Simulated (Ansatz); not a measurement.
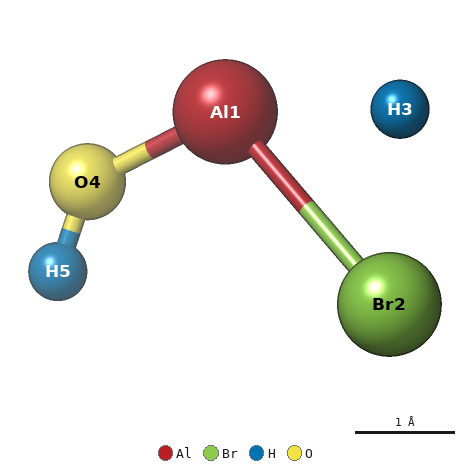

Source: calculation with Ansatz.

Orthographic view. Atoms fade into the background with distance from the viewer. Geometry: start.

List all interatomic distances (Å) as a matrix.

```tsv
atom	Al1	Br2	H3	O4	H5
Al1	0.00				
Br2	2.82	0.00			
H3	2.00	2.00	0.00		
O4	1.69	3.76	3.61	0.00	
H5	2.43	3.83	4.15	0.96	0.00
```
